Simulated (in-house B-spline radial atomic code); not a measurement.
# Re⁴⁺: ionisation energy by several methods

Wanted: one ionisation energy, Re⁴⁺ to configuration [Xe] 4f14 5d2, up the ladder of functionals.

Method: non-relativistic, several functionals, spin-polarised, exact exchange averaged over the configuration; spherical all-electron atom at the radial basis limit. Code: in-house B-spline radial atomic code version 1.

## Step 1: The atom as given

```
element       : rhenium (Z = 75)
charge        : +4
electrons     : 71
configuration : [Xe] 4f14 5d3
nucleus       : point
```

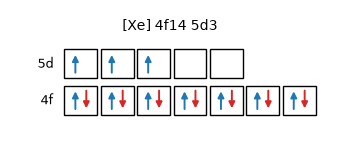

Outer shells as boxes.

Where spins are not typed, each open shell is filled with up spins first.

## Step 2: r2SCAN0

The run's settings:

```ini
Z = 75
electrons = 71.0
configuration = [Xe] 4f14 5d3
hamiltonian = nr
method = r2scan0
spin_polarised = True
exact_exchange = averaged over the configuration
```

On the command line:

```sh
python run_scf.py task.json out
```

task.json lists these runs, among others, and the program works through them in turn.

## Step 3: PBE0

The settings differ from step 2 so:

```diff
@@ -4,3 +4,3 @@
 hamiltonian = nr
-method = r2scan0
+method = pbe0
 spin_polarised = True
```

## Step 4: ωB97X

The settings differ from step 3 so:

```diff
@@ -4,3 +4,3 @@
 hamiltonian = nr
-method = pbe0
+method = wb97x
 spin_polarised = True
```

## Step 5: HSE06

The settings differ from step 4 so:

```diff
@@ -4,3 +4,3 @@
 hamiltonian = nr
-method = wb97x
+method = hse06
 spin_polarised = True
```

## Step 6: LC-ωPBE

The settings differ from step 5 so:

```diff
@@ -4,3 +4,3 @@
 hamiltonian = nr
-method = hse06
+method = lc_wpbe
 spin_polarised = True
```

## Step 7: B3LYP

The settings differ from step 6 so:

```diff
@@ -4,3 +4,3 @@
 hamiltonian = nr
-method = lc_wpbe
+method = b3lyp
 spin_polarised = True
```

**Question.** The tabulated ionisation energy is 51.9 ± 1.9 eV (tabulated theoretical; NIST Atomic Spectra Database). What does each method give, and which comes nearest?

The runs gave:

| method | rung | total energy (hartree) | ΔSCF (eV) | −ε highest (eV) | ΔSCF less tabulated (eV) |
| --- | --- | --- | --- | --- | --- |
| r2SCAN0 | global hybrid | -15785.4422 | 54.954 | 50.076 (5d up) | +3.054 |
| PBE0 | global hybrid | -15785.0229 | 54.864 | 49.933 (5d up) | +2.964 |
| B3LYP | global hybrid | -15785.5354 | 54.801 | 49.470 (5d up) | +2.901 |
| ωB97X | range-separated hybrid | -15785.7620 | 54.441 | 52.192 (5d up) | +2.541 |
| HSE06 | range-separated hybrid | -15784.6819 | 54.824 | 49.484 (5d up) | +2.924 |
| LC-ωPBE | range-separated hybrid | -15784.4643 | 54.788 | 52.839 (5d up) | +2.888 |

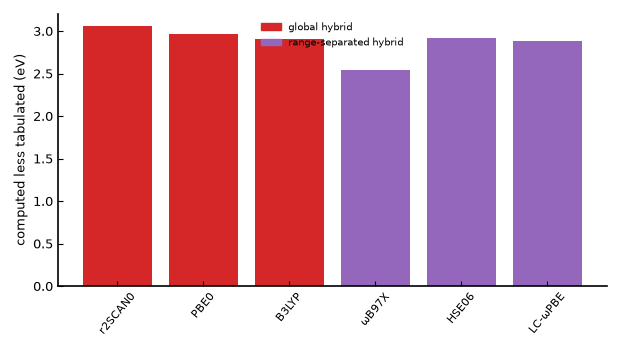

Error of each method against the tabulated value; one colour a rung.

**Reading.** Against the tabulated ionisation energy, 51.9 ± 1.9 eV (tabulated theoretical; NIST Atomic Spectra Database), the best here is ωB97X (+2.541 eV) and the worst r2SCAN0 (+3.054 eV, or 5.9 %). All methods miss on the same side by much the same amount, which points to something that they share. These runs lack relativity altogether, which can outweigh the gaps between the methods, so the nearest may be so by luck. These runs leave out relativity, which matters at this nuclear charge. Open shells are averaged (over orientations, and over spins where the run is restricted), while tables refer to the lowest levels.
